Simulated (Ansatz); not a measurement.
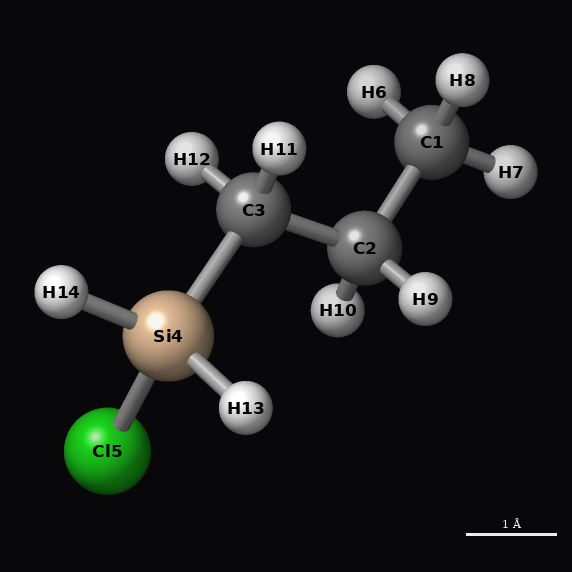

The atoms are numbered. The computed structure is the end point of a PBE0-D4/def2-TZVP optimisation. No frequency run is at hand to confirm it as a minimum.

Estimate the angles C1–C2–H9, C1–C2–H10, C2–C1–H7, C2–C3–Si4, C2–C3–H11, C2–C3–H12, C3–C2–H9, C3–Si4–Cl5, C3–Si4–H13, Si4–C3–H11, Cl5–Si4–H13, Cl5–Si4–H14.

```tsv
angle	degrees
C1–C2–H9	109.5
C1–C2–H10	109.6
C2–C1–H7	111.4
C2–C3–Si4	114.6
C2–C3–H11	110.3
C2–C3–H12	110.4
C3–C2–H9	109.5
C3–Si4–Cl5	109.8
C3–Si4–H13	111.4
Si4–C3–H11	106.9
Cl5–Si4–H13	107.0
Cl5–Si4–H14	107.3
```
